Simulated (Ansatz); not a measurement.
# C₃H₇FSSi: geometry relaxation (part 2 of 2)

C₃H₇FSSi; RKS B3LYP-D4/def2-SVP (Ansatz 0.2.0). It belongs to a series of runs on one base structure; here: end point B relaxed.

Geometry of the input (Å):
```
C  -0.6317  1.3726  0.8191
C  0.1673  0.2641  1.2442
F  0.6861  0.3715  2.4667
C  0.5362  -0.8419  0.5644
Si -0.0545  -1.3970  -1.1066
S  1.2555  -0.4610  -2.5125
H  -1.0534  1.3103  -0.1992
H  -0.0526  2.3566  0.8294
H  -1.5203  1.5486  1.5366
H  -0.2517  -0.3960  0.4847
H  0.0288  -2.8627  -1.1926
H  -1.4219  -0.9355  -1.3581
H  0.9730  0.8153  -2.1570
```

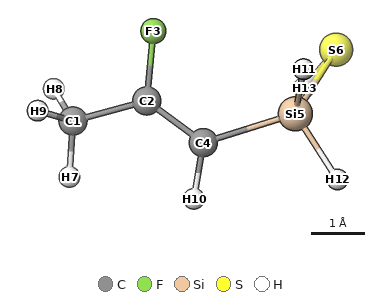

The geometry at step 16 of the log (ball-and-stick view, seen at a tilt; atoms are numbered from 1 in the order of the input).

## Trajectory as extended XYZ, continued
```
13
Properties=species:S:1:pos:R:3:forces:R:3 step=7 energy=-24645.25310
C    -0.7002    1.6568    1.2222    0.1690  -0.1709   0.1056
C     0.1177    0.3912    1.2009    1.3401  -0.5315   0.9264
F     1.2330    0.4748    2.0696   -1.6928  -0.2935  -1.9048
C    -0.1915   -0.6499    0.3831    0.0117   0.7265  -0.3643
Si    0.1229   -1.6402   -1.2211   -0.0547   0.2298   0.6304
S     1.5512   -0.6893   -2.5395    0.1021   0.0808   0.1614
H    -1.3519    1.6575    0.3350   -0.0302   0.1392   0.2310
H    -0.0012    2.5030    1.1328   -0.0156   0.0748   0.0979
H    -1.3121    1.8081    2.1267    0.1270  -0.0465   0.1012
H    -1.2024   -0.3727    0.0676   -0.2230   0.0879  -0.1020
H     0.5140   -3.0803   -1.2484    0.0868   0.1160   0.1967
H    -1.2542   -1.4984   -1.8002    0.2013  -0.2451  -0.0665
H     1.1355    0.5842   -2.3095   -0.0218  -0.1673  -0.0131
13
Properties=species:S:1:pos:R:3:forces:R:3 step=8 energy=-24645.63089
C    -0.6931    1.6720    1.2697   -0.0357  -0.0852   0.1791
C     0.0730    0.3818    1.1626    1.6390   0.3183   0.5774
F     1.2635    0.4209    1.8851   -1.4384  -0.2539  -1.1497
C    -0.2822   -0.5908    0.3126   -0.3780  -0.0446  -0.8286
Si    0.1440   -1.6404   -1.2163   -0.2130   0.0510   0.5506
S     1.6118   -0.6972   -2.4955    0.0043   0.1131   0.1908
H    -1.3884    1.7279    0.4194   -0.0579   0.1172   0.2178
H     0.0137    2.5142    1.1822    0.0238  -0.0643   0.0987
H    -1.2578    1.7967    2.2076    0.0936  -0.0144   0.1012
H    -1.3016   -0.3169    0.0027   -0.0275  -0.0252  -0.0174
H     0.5675   -3.0717   -1.1480    0.1173   0.1611   0.2091
H    -1.2130   -1.6085   -1.8592    0.2325  -0.1368  -0.0753
H     1.1234    0.5569   -2.3039    0.0400  -0.1365  -0.0537
13
Properties=species:S:1:pos:R:3:forces:R:3 step=9 energy=-24645.98591
C    -0.6872    1.6993    1.3312    0.1292  -0.2315  -0.1847
C     0.0794    0.4288    1.0294    0.1591  -0.1587   0.9017
F     1.2626    0.3390    1.7034   -0.7005   0.1269  -0.8833
C    -0.3796   -0.5124    0.1908   -0.0972  -0.1687  -0.5259
Si    0.1335   -1.6877   -1.1987   -0.1423   0.4463   0.2093
S     1.6435   -0.7177   -2.4102    0.1929   0.0850  -0.0002
H    -1.4545    1.8334    0.5467    0.1178   0.0569   0.3097
H     0.0247    2.5328    1.2573    0.0218   0.1748   0.0818
H    -1.1759    1.7547    2.3243    0.2537  -0.1987  -0.0855
H    -1.4139   -0.2690   -0.0712   -0.0939   0.1537  -0.1345
H     0.6634   -3.0763   -0.9903   -0.0879   0.2677   0.1516
H    -1.1624   -1.7190   -1.9705    0.2684  -0.2968   0.1347
H     1.1272    0.5391   -2.3233   -0.0211  -0.2566   0.0254
13
Properties=species:S:1:pos:R:3:forces:R:3 step=10 energy=-24646.25646
C    -0.6713    1.7062    1.3783    0.0199  -0.1520   0.0572
C     0.0181    0.4253    0.9873   -0.0954  -0.2091  -0.4218
F     1.2511    0.2939    1.5143   -0.3192   0.0031  -0.2905
C    -0.4905   -0.4559    0.0971    0.4079   0.2773   0.0357
Si    0.1550   -1.6413   -1.2115   -0.2913  -0.4067   0.2219
S     1.7386   -0.7280   -2.3808   -0.3152   0.2448   0.1844
H    -1.4894    1.9024    0.6655    0.0708   0.0187   0.2353
H     0.0531    2.5361    1.3100   -0.0142  -0.0536   0.0488
H    -1.0823    1.7028    2.4049    0.1355  -0.0635  -0.0450
H    -1.5175   -0.2021   -0.1661   -0.2109   0.1113  -0.0747
H     0.6998   -3.0005   -0.8469   -0.0723   0.3846   0.1003
H    -1.1184   -1.8786   -2.0056    0.4701   0.0284   0.0684
H     1.1147    0.4845   -2.3274    0.2143  -0.1833  -0.1201
13
Properties=species:S:1:pos:R:3:forces:R:3 step=11 energy=-24646.40248
C    -0.6771    1.6931    1.4345    0.0233   0.0636  -0.1045
C     0.0015    0.4594    0.9187   -0.1300  -0.0159  -0.0975
F     1.2440    0.3098    1.4103   -0.1789  -0.1948  -0.1611
C    -0.5289   -0.3814    0.0125    0.3136   0.1670  -0.2769
Si    0.1460   -1.6493   -1.1953   -0.2064  -0.2358   0.0928
S     1.7247   -0.7953   -2.4090   -0.0888   0.2113   0.1192
H    -1.5411    1.9178    0.7904    0.0177   0.0494   0.1963
H     0.0280    2.5418    1.3842   -0.0410  -0.0554   0.0366
H    -1.0211    1.6104    2.4813    0.1155  -0.1050  -0.0504
H    -1.5253   -0.0683   -0.3146   -0.1343  -0.0485   0.1282
H     0.7114   -2.9528   -0.7109   -0.0472   0.2821   0.1285
H    -1.0716   -1.9869   -2.0176    0.2445   0.0348   0.0807
H     1.1702    0.4465   -2.3654    0.1120  -0.1529  -0.0919
13
Properties=species:S:1:pos:R:3:forces:R:3 step=12 energy=-24646.51850
C    -0.6659    1.6868    1.4569   -0.1186  -0.0514   0.0580
C    -0.0269    0.4736    0.8466   -0.0889   0.1944   0.0103
F     1.2182    0.2597    1.3087   -0.0836  -0.0677  -0.1351
C    -0.5705   -0.3113   -0.0933   -0.1603  -0.1104  -0.1389
Si    0.1408   -1.6446   -1.2004   -0.0646  -0.0864   0.2280
S     1.7522   -0.8073   -2.3853   -0.0089   0.0891   0.0261
H    -1.5698    1.9627    0.8857    0.1448  -0.0472   0.1940
H     0.0391    2.5358    1.4311   -0.0046  -0.0722  -0.0004
H    -0.9470    1.5272    2.5182    0.1105  -0.0241  -0.1856
H    -1.6049   -0.0440   -0.3535    0.1393   0.0320   0.0099
H     0.7254   -2.8673   -0.5364   -0.1374   0.3289  -0.1077
H    -1.0337   -2.0623   -2.0422    0.2299  -0.0272   0.0767
H     1.2039    0.4359   -2.4170    0.0423  -0.1579  -0.0353
13
Properties=species:S:1:pos:R:3:forces:R:3 step=13 energy=-24646.58603
C    -0.6647    1.6748    1.5048   -0.2352  -0.1270   0.0927
C    -0.0680    0.5052    0.7717   -0.0939   0.2306   0.3373
F     1.1801    0.2273    1.1988   -0.0943   0.0010  -0.0984
C    -0.6337   -0.2345   -0.1882   -0.2739   0.0171  -0.1855
Si    0.1326   -1.6101   -1.1867    0.1997  -0.4396   0.0604
S     1.7929   -0.8697   -2.3741   -0.1128   0.1991   0.0721
H    -1.6219    1.9905    1.0388    0.3387  -0.1624   0.2047
H     0.0355    2.5266    1.4845    0.0059  -0.0285  -0.0053
H    -0.8475    1.4303    2.5799    0.1029   0.0453  -0.4528
H    -1.6598    0.0568   -0.4584    0.1759  -0.0326   0.0344
H     0.7351   -2.7441   -0.3855   -0.2376   0.3312  -0.1540
H    -0.9508   -2.1693   -2.0671    0.1234   0.0879   0.1743
H     1.2311    0.3613   -2.4993    0.1014  -0.1223  -0.0799
13
Properties=species:S:1:pos:R:3:forces:R:3 step=14 energy=-24646.57808 accepted=F
C    -0.6530    1.6306    1.5083   -0.6166   1.2411   0.8000
C    -0.0934    0.5303    0.7645    0.2945  -1.5182  -1.3428
F     1.1690    0.2367    1.1223    0.1724  -0.0375   0.2132
C    -0.6671   -0.1939   -0.2156    0.1055   0.2108   0.2169
Si    0.1419   -1.5859   -1.1590   -0.0773   0.0573  -0.0177
S     1.8294   -0.8505   -2.3074    0.0813  -0.1219   0.0609
H    -1.6249    1.9287    1.0883    0.0548   0.0178   0.0924
H     0.0353    2.4924    1.4724   -0.0505   0.0410   0.0829
H    -0.7962    1.3638    2.5724    0.0656   0.0572  -0.0493
H    -1.6796    0.1132   -0.4954   -0.0344  -0.0838   0.0134
H     0.6752   -2.6818   -0.3021    0.0478   0.0692   0.0034
H    -0.9131   -2.1675   -2.0390    0.0099   0.0029  -0.0205
H     1.2373    0.3286   -2.5906   -0.0531   0.0641  -0.0527
13
Properties=species:S:1:pos:R:3:forces:R:3 step=15 energy=-24646.61783
C    -0.6605    1.6633    1.5084   -0.1115   0.0467   0.0981
C    -0.0850    0.5042    0.7669   -0.0189  -0.0596  -0.0648
F     1.1668    0.2152    1.1725   -0.0054  -0.0111   0.0050
C    -0.6518   -0.2258   -0.2034   -0.0804   0.0822   0.0171
Si    0.1404   -1.6041   -1.1788    0.0076  -0.0346   0.0349
S     1.8121   -0.8548   -2.3416   -0.0197   0.0714   0.0243
H    -1.6202    1.9760    1.0686    0.0884  -0.0521   0.0642
H     0.0393    2.5152    1.4823    0.0055  -0.0219  -0.0148
H    -0.8227    1.4124    2.5745    0.0530  -0.0009  -0.1214
H    -1.6721    0.0662   -0.4754    0.0275  -0.0092  -0.0067
H     0.7090   -2.7077   -0.3504   -0.0219   0.0789  -0.0216
H    -0.9356   -2.1720   -2.0464    0.0511   0.0125   0.0123
H     1.2411    0.3569   -2.5580    0.0246  -0.1023  -0.0267
13
Properties=species:S:1:pos:R:3:forces:R:3 step=16 energy=-24646.62716
C    -0.6661    1.6611    1.5243   -0.0837   0.0295   0.0553
C    -0.0929    0.5110    0.7685   -0.0357  -0.0488  -0.0743
F     1.1552    0.2167    1.1800    0.0255  -0.0464  -0.0051
C    -0.6548   -0.2082   -0.2130   -0.0391   0.0667   0.0443
Si    0.1455   -1.5925   -1.1742    0.0030  -0.0100   0.0022
S     1.8327   -0.8698   -2.3304   -0.0407   0.1093   0.0127
H    -1.6311    1.9729    1.0990    0.0522  -0.0323   0.0466
H     0.0319    2.5143    1.4986   -0.0003  -0.0086  -0.0096
H    -0.8125    1.3954    2.5873    0.0339   0.0070  -0.0696
H    -1.6721    0.0865   -0.4918    0.0195  -0.0044  -0.0048
H     0.7078   -2.6877   -0.3331   -0.0155   0.0623  -0.0048
H    -0.9209   -2.1649   -2.0497    0.0367   0.0077   0.0137
H     1.2381    0.3101   -2.6463    0.0442  -0.1321  -0.0066
13
Properties=species:S:1:pos:R:3:forces:R:3 step=17 energy=-24646.63694
C    -0.6683    1.6533    1.5437   -0.0334   0.0337   0.0432
C    -0.1090    0.5139    0.7652   -0.0245  -0.0594  -0.0340
F     1.1338    0.1944    1.1763    0.0329  -0.0248   0.0009
C    -0.6725   -0.1838   -0.2291   -0.0235   0.0370  -0.0234
Si    0.1488   -1.5675   -1.1725    0.0539  -0.0175   0.0707
S     1.8752   -0.8699   -2.2844   -0.2675   0.3525  -0.1392
H    -1.6452    1.9632    1.1496    0.0132  -0.0110   0.0156
H     0.0262    2.5087    1.5079   -0.0064   0.0093  -0.0013
H    -0.7819    1.3729    2.6052    0.0170   0.0103  -0.0125
H    -1.6837    0.1204   -0.5162   -0.0012   0.0066  -0.0032
H     0.7058   -2.6330   -0.2948   -0.0190   0.0022   0.0008
H    -0.8953   -2.1620   -2.0574    0.0347   0.0107  -0.0252
H     1.2267    0.2344   -2.7744    0.2237  -0.3496   0.1075
13
Properties=species:S:1:pos:R:3:forces:R:3 step=18 energy=-24646.63685 accepted=F
C    -0.6759    1.6502    1.5709   -0.0383  -0.0089   0.0354
C    -0.1210    0.5191    0.7730   -0.0469   0.0153   0.0096
F     1.1197    0.1857    1.1834    0.0110  -0.0278   0.0181
C    -0.6804   -0.1611   -0.2352   -0.0455   0.0032   0.0215
Si    0.1588   -1.5516   -1.1525   -0.0449   0.0434  -0.1404
S     1.8860   -0.8629   -2.2685   -0.1525   0.3894  -0.2591
H    -1.6612    1.9607    1.1944    0.0585  -0.0317   0.0258
H     0.0143    2.5091    1.5334   -0.0058   0.0123  -0.0003
H    -0.7709    1.3583    2.6330    0.0140   0.0208  -0.0781
H    -1.6859    0.1522   -0.5342    0.0165  -0.0114   0.0109
H     0.6896   -2.6153   -0.2523    0.0213   0.0757  -0.0493
H    -0.8480   -2.1478   -2.0820    0.0034   0.0066   0.0722
H     1.2357    0.1484   -2.9442    0.2092  -0.4870   0.3338
13
Properties=species:S:1:pos:R:3:forces:R:3 step=19 energy=-24646.64474
C    -0.6632    1.6441    1.5595   -0.0257  -0.0129   0.0375
C    -0.1354    0.5036    0.7583    0.0299   0.0870  -0.0203
F     1.1060    0.1479    1.1526   -0.0117   0.0217   0.0438
C    -0.7038   -0.1580   -0.2565    0.0172  -0.0159   0.0674
Si    0.1623   -1.5424   -1.1589   -0.0566  -0.0703  -0.0440
S     1.9005   -0.8485   -2.2547   -0.0574   0.0261   0.0412
H    -1.6643    1.9374    1.2169    0.0112  -0.0078   0.0140
H     0.0134    2.5121    1.4789    0.0017  -0.0285  -0.0079
H    -0.7121    1.3710    2.6276    0.0038   0.0089  -0.0203
H    -1.7125    0.1547   -0.5426    0.0246  -0.0085  -0.0368
H     0.6814   -2.5907   -0.2356    0.0165   0.0427  -0.0483
H    -0.8352   -2.1540   -2.0839    0.0027  -0.0146   0.0004
H     1.2238    0.1678   -2.8425    0.0439  -0.0279  -0.0268
13
Properties=species:S:1:pos:R:3:forces:R:3 step=20 energy=-24646.64928
C    -0.6754    1.6465    1.5762    0.0356   0.0423  -0.0418
C    -0.1290    0.5173    0.7727    0.0047  -0.1637   0.0530
F     1.1026    0.1528    1.1927   -0.0392   0.0682   0.0020
C    -0.6867   -0.1516   -0.2443    0.0255   0.0636  -0.0462
Si    0.1631   -1.5355   -1.1651   -0.0117  -0.0542   0.0315
S     1.9037   -0.8596   -2.2654   -0.0402   0.0188   0.0161
H    -1.6777    1.9292    1.2299   -0.0009   0.0043   0.0020
H    -0.0057    2.5195    1.4964   -0.0139   0.0082   0.0199
H    -0.7253    1.3729    2.6433    0.0132  -0.0183  -0.0084
H    -1.6825    0.1756   -0.5567   -0.0219  -0.0012   0.0058
H     0.6903   -2.5868   -0.2522    0.0148   0.0239  -0.0232
H    -0.8419   -2.1456   -2.0843    0.0029   0.0220   0.0093
H     1.2252    0.1103   -2.9242    0.0312  -0.0138  -0.0201
13
Properties=species:S:1:pos:R:3:forces:R:3 step=21 energy=-24646.64993
C    -0.6782    1.6472    1.5843   -0.0228  -0.0556   0.0602
C    -0.1447    0.5003    0.7971    0.0432   0.0479   0.0127
F     1.0664    0.1099    1.2529   -0.0367   0.0382  -0.0734
C    -0.6870   -0.1380   -0.2466   -0.0256  -0.0122   0.0310
Si    0.1703   -1.5143   -1.1649    0.0087  -0.0803   0.0271
S     1.9064   -0.8422   -2.2717   -0.0009   0.0162  -0.0155
H    -1.6761    1.9402    1.2336   -0.0032  -0.0040   0.0139
H    -0.0013    2.5147    1.5073    0.0208  -0.0227  -0.0179
H    -0.7287    1.3723    2.6510   -0.0332   0.0385   0.0135
H    -1.6806    0.1944   -0.5633    0.0449   0.0473  -0.0270
H     0.7249   -2.5438   -0.2450   -0.0091  -0.0031  -0.0223
H    -0.8322   -2.1359   -2.0774    0.0088  -0.0016  -0.0034
H     1.2218    0.0401   -3.0380    0.0051  -0.0087   0.0011
13
Properties=species:S:1:pos:R:3:forces:R:3 step=22 energy=-24646.65183
C    -0.6843    1.6439    1.5923    0.0033  -0.0095   0.0048
C    -0.1405    0.5086    0.7953    0.0830   0.0299  -0.0455
F     1.0855    0.1409    1.2296   -0.0734  -0.0090   0.0011
C    -0.6813   -0.1347   -0.2467   -0.0183  -0.0047   0.0143
Si    0.1666   -1.5216   -1.1624    0.0182   0.0132  -0.0135
S     1.9058   -0.8554   -2.2687    0.0107   0.0136  -0.0328
H    -1.6861    1.9283    1.2464   -0.0057  -0.0019   0.0064
H    -0.0143    2.5166    1.5131    0.0051  -0.0060   0.0013
H    -0.7311    1.3692    2.6590   -0.0124   0.0058   0.0087
H    -1.6671    0.2086   -0.5753   -0.0030  -0.0115   0.0240
H     0.7170   -2.5598   -0.2507   -0.0146   0.0067   0.0035
H    -0.8398   -2.1338   -2.0773    0.0037  -0.0013   0.0067
H     1.2304    0.0344   -3.0357    0.0034  -0.0254   0.0208
13
Properties=species:S:1:pos:R:3:forces:R:3 step=23 energy=-24646.65247
C    -0.6857    1.6444    1.5947    0.0051   0.0040  -0.0065
C    -0.1382    0.5139    0.7932    0.0286  -0.0226   0.0126
F     1.0836    0.1412    1.2329   -0.0282   0.0123  -0.0134
C    -0.6791   -0.1315   -0.2473   -0.0011   0.0103  -0.0067
Si    0.1710   -1.5172   -1.1637    0.0020  -0.0192  -0.0063
S     1.9095   -0.8633   -2.2795   -0.0106   0.0184  -0.0036
H    -1.6865    1.9302    1.2468   -0.0020   0.0017   0.0005
H    -0.0151    2.5171    1.5219   -0.0003   0.0009   0.0046
H    -0.7375    1.3656    2.6602   -0.0032  -0.0036   0.0024
H    -1.6679    0.2070   -0.5715    0.0037   0.0000   0.0049
H     0.7155   -2.5561   -0.2495   -0.0024   0.0070   0.0051
H    -0.8362   -2.1307   -2.0766   -0.0015   0.0025   0.0036
H     1.2275    0.0243   -3.0424    0.0100  -0.0116   0.0028
13
Properties=species:S:1:pos:R:3:forces:R:3 step=24 energy=-24646.65263
C    -0.6868    1.6433    1.5974    0.0008   0.0029  -0.0018
C    -0.1381    0.5144    0.7945    0.0059  -0.0111   0.0114
F     1.0811    0.1392    1.2374   -0.0031   0.0057  -0.0109
C    -0.6769   -0.1275   -0.2491   -0.0102   0.0021  -0.0006
Si    0.1729   -1.5143   -1.1639   -0.0042  -0.0001   0.0031
S     1.9108   -0.8582   -2.2797   -0.0030   0.0017  -0.0079
H    -1.6863    1.9315    1.2475   -0.0004   0.0014  -0.0006
H    -0.0151    2.5156    1.5300    0.0006   0.0005   0.0029
H    -0.7425    1.3610    2.6619   -0.0031  -0.0021   0.0012
H    -1.6656    0.2114   -0.5732    0.0049   0.0054  -0.0005
H     0.7167   -2.5492   -0.2449    0.0047   0.0034  -0.0004
H    -0.8354   -2.1296   -2.0741    0.0046  -0.0009  -0.0038
H     1.2261    0.0074   -3.0647    0.0026  -0.0089   0.0080
```
